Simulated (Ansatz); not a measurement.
H14OSn10 (charge −1, doublet)

```yaml
atoms:
  - { symbol: Sn, position_ang: [-0.0093, -3.0779, -0.0055] }
  - { symbol: Sn, position_ang: [0.1088, 0.2329, -3.1476] }
  - { symbol: Sn, position_ang: [-3.1462, 0.2386, 0.1459] }
  - { symbol: Sn, position_ang: [-0.0182, 0.1041, 3.2375] }
  - { symbol: Sn, position_ang: [0.1431, 3.9476, 0.1363] }
  - { symbol: Sn, position_ang: [3.2376, 0.1015, -0.0571] }
  - { symbol: Sn, position_ang: [-1.6103, -1.3764, -1.5886] }
  - { symbol: Sn, position_ang: [1.6587, -1.5084, 1.6399] }
  - { symbol: Sn, position_ang: [1.6268, 1.9690, -1.4769] }
  - { symbol: Sn, position_ang: [-1.4543, 1.9728, 1.6426] }
  - { symbol: O, position_ang: [-1.0510, 4.9001, -1.0436] }
  - { symbol: H, position_ang: [0.9413, -4.1501, -1.0056] }
  - { symbol: H, position_ang: [-0.9985, -4.1476, 0.9591] }
  - { symbol: H, position_ang: [1.0638, -0.8286, -4.1647] }
  - { symbol: H, position_ang: [-0.8930, 1.1160, -4.2736] }
  - { symbol: H, position_ang: [-4.1550, -0.8192, 1.1137] }
  - { symbol: H, position_ang: [-4.2809, 1.1233, -0.8448] }
  - { symbol: H, position_ang: [-1.0277, -0.9589, 4.1957] }
  - { symbol: H, position_ang: [1.0035, 0.8878, 4.4235] }
  - { symbol: H, position_ang: [4.1848, -0.9629, -1.0755] }
  - { symbol: H, position_ang: [4.4346, 0.8866, 0.9507] }
  - { symbol: H, position_ang: [-2.6295, -2.3897, -2.5938] }
  - { symbol: H, position_ang: [2.6471, -2.5757, 2.6175] }
  - { symbol: H, position_ang: [2.7955, 2.6541, -2.6094] }
  - { symbol: H, position_ang: [-2.5716, 2.6610, 2.8241] }
```

Geometry: PBE-D4/def2-SVP; core potentials replace the inner electrons of Sn.

The calculation used Ansatz, UKS PBE0-D4/def2-TZVP.

Question: Predict the electron density, electron localisation function and spin density between the atoms.

Answer: Sn–O (1.93 Å): ρ at the midpoint is about 0.9 e/Å³; the ELF peaks at about 0.80 in the valence shell of O, 0.6 Å from its nucleus, and drops to about 0.15 between the two atoms.
Sn–Sn (2.82 Å): ρ at the midpoint is about 0.38 e/Å³; the ELF peaks at about 0.75 between the atoms.
Sn–H (1.75 Å): ρ at the midpoint is about 1 e/Å³; the ELF climbs to about 1 towards the hydrogen.
The unpaired spin (1 electron) lies mostly on O11 (about 0.5), Sn5 (about 0.2), Sn10 (about 0.1) and Sn9 (about 0.1), in electrons by Hirshfeld's partition.

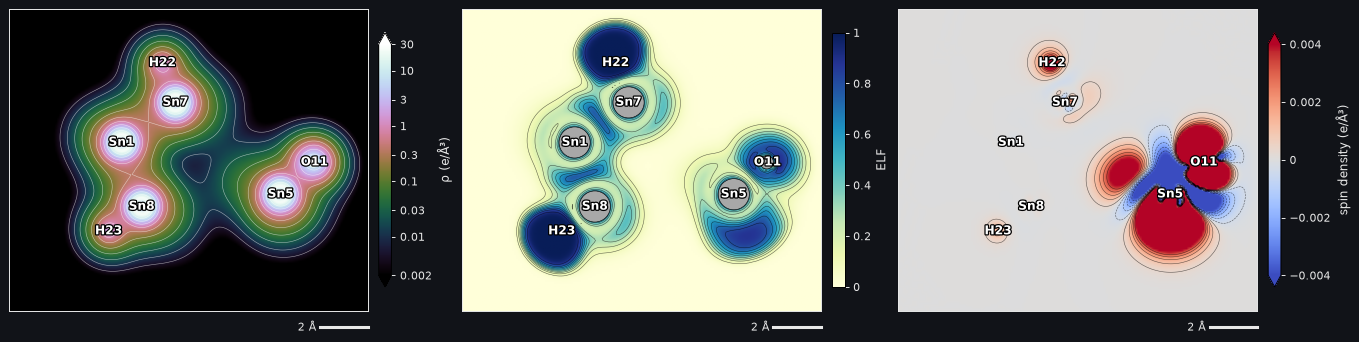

Computed electron density, electron localisation function and spin density on the plane of atoms Sn1, Sn8 and H23, in this order. Grey discs cover the atomic cores in the ELF map. 
